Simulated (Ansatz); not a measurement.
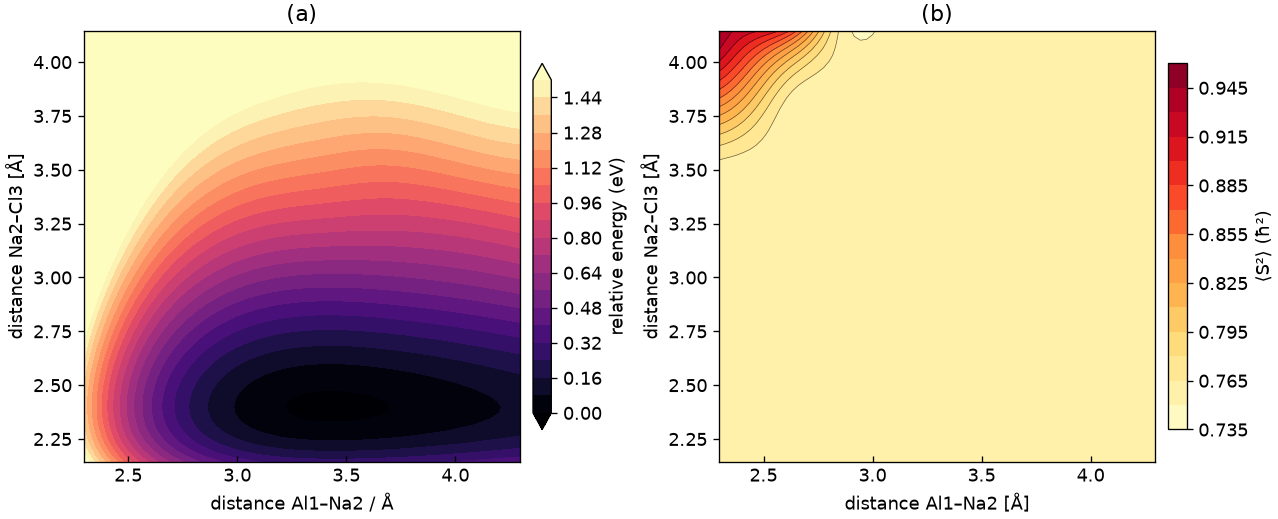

The system Al + NaCl, spin multiplicity 2. First axis: distance Al1–Na2. Second axis: distance Na2–Cl3. Nothing is relaxed (the angle Al1–Na2–Cl3 is fixed at 180 degrees). The grid has 9 × 9 points. Energies: eV, counted from the lowest grid point. Level of theory: UKS PBE0-D4/def2-SVPD (Ansatz).

Panel (a) is the energy and panel (b) the computed ⟨S²⟩ on the same grid.

In the figure: filled contours, one colour for all values above the top of the scale. Between grid points the surface is interpolated.

How does the ⟨S²⟩ vary over the map, and what is it at the lowest grid point?

Answer. Leaving out the highest fifth of the energies, it runs from 0.75 ħ² at distance Al1–Na2 = 2.296 Å, distance Na2–Cl3 = 2.703 Å to 0.76 ħ² at distance Al1–Na2 = 2.296 Å, distance Na2–Cl3 = 2.144 Å. At the lowest grid point, distance Al1–Na2 = 3.382 Å, distance Na2–Cl3 = 2.474 Å, it is 0.76 ħ².
